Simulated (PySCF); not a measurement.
Molecule: B(F)(Cl)(Et), C2H5BClF, SMILES B(Cl)(F)CC. Atoms near the plane z = 0.0 Å, at the PBE0/def2-SVP optimised geometry (x, y, z in Å): B1 (-1.2, -0.2, 0.0), F2 (-1.9, 0.9, 0.0), Cl3 (-2.1, -1.7, 0.0), C4 (0.4, -0.2, 0.0), C5 (1.0, 1.1, 0.0), H6 (0.7, -0.9, -0.9), H7 (0.7, -0.8, 0.9), H8 (0.7, 1.7, 0.9), H9 (0.7, 1.7, -0.9), H10 (2.1, 1.1, 0.0).

Level of theory: PBE0/def2-TZVP in PySCF. Cells within 0.4 Å of a nucleus heavier than hydrogen are left out (blank, or x). The values are rescaled to run from 0 to 1.

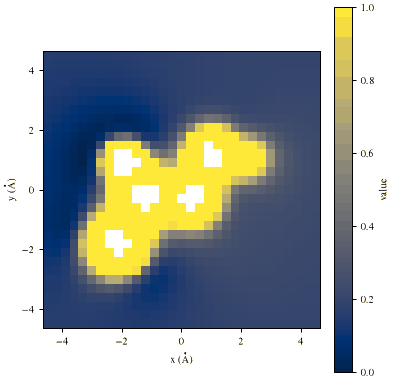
Figure: a field on the plane z = 0.0 Å.

### Question
Which quantity is mapped?
(A) electrostatic potential
(B) deformation density (molecule minus spherical neutral atoms)
(C) electron localisation function
(D) an orbital amplitude

### Answer
A, electrostatic potential. In full: electrostatic potential (hartree/e), clipped to [-0.08, 0.12].
